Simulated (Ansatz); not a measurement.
# C3H9FHfS3: how energies converge with the basis set

How large a basis does C3H9FHfS3 need? Two functionals are run in growing sets.

Computed with Ansatz 0.2.0, Gaussian basis. Level: one geometry, several basis sets.

Plan: PBE0-D4/def2-SVP; ωB97M-V/def2-SVP; PBE0-D4/def2-QZVPP; ωB97M-V/def2-QZVPP; the functionals' def2-TZVPP values are taken from earlier runs.

### Step 1. Structure used throughout

All runs share one geometry, relaxed beforehand with PBE0-D4 in a triple-zeta def2 set. Hf takes the def2 core potential; no spin-orbit term is included.

SMILES `C[S][Hf]([F])([S]C)[S]C`, 17 atoms, charge 0, spin multiplicity 1.

Atoms are counted from 1 here; the program's logs count them from 0.

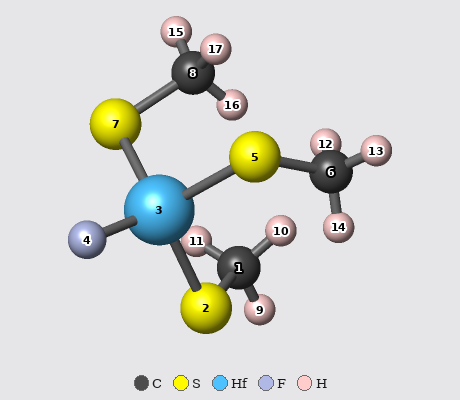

The geometry (carbon dark grey, sulfur yellow, hafnium blue, fluorine light blue, hydrogen pink); atoms are numbered from 1 in the order of the file.

### Step 2. PBE0-D4 in def2-SVP

in.yaml

```yaml
crystal:
  periodic: [false, false, false]
  atoms:
    - {symbol: C, position_ang: [-1.933670, -1.261206, -0.059818]}
    - {symbol: S, position_ang: [-1.144982, -1.488714, -1.689100]}
    - {symbol: Hf, position_ang: [1.183022, -0.940982, -1.272668]}
    - {symbol: F, position_ang: [2.317621, -1.842057, -2.493377]}
    - {symbol: S, position_ang: [1.435914, 1.465206, -1.471227]}
    - {symbol: C, position_ang: [-0.177429, 2.112815, -0.917898]}
    - {symbol: S, position_ang: [1.704455, -1.565636, 1.014410]}
    - {symbol: C, position_ang: [1.178337, -0.113442, 1.985312]}
    - {symbol: H, position_ang: [-2.986989, -1.513572, -0.177230]}
    - {symbol: H, position_ang: [-1.864538, -0.225097, 0.273045]}
    - {symbol: H, position_ang: [-1.483470, -1.921210, 0.679855]}
    - {symbol: H, position_ang: [-0.359898, 1.876704, 0.130929]}
    - {symbol: H, position_ang: [-0.139394, 3.196469, -1.023640]}
    - {symbol: H, position_ang: [-0.982444, 1.717185, -1.535054]}
    - {symbol: H, position_ang: [1.426908, -0.318396, 3.026054]}
    - {symbol: H, position_ang: [0.101241, 0.040918, 1.913832]}
    - {symbol: H, position_ang: [1.706214, 0.780317, 1.656677]}
basis:
  gaussian: {orbitals: def2-SVP}
hamiltonian: {xc: pbe0, dispersion: d4}
output: {orbitals: {seedname: orbitals}}
```

On the command line:

```console
$ ansatz run in.yaml --threads 4 --pin off --events-out ev --progress --plain --max-ram 66560MiB --backend cpu
```

After this run come: ωB97M-V in def2-SVP; PBE0-D4 in def2-QZVPP; ωB97M-V in def2-QZVPP.

**Question.** What will the summary of the whole plan be? Wanted: PBE0-D4: double and triple zeta above quadruple; ωB97M-V: double and triple zeta above quadruple.

The runs gave:

```
                                       quantity           value
PBE0-D4: double and triple zeta above quadruple  19.92, 1.32 eV
ωB97M-V: double and triple zeta above quadruple  20.12, 1.27 eV
```

What this shows: For PBE0-D4 the step from double to triple zeta gains 18.60 eV and the next only 1.32 eV. Total energies overstate the basis error of differences, where much of it tends to cancel.
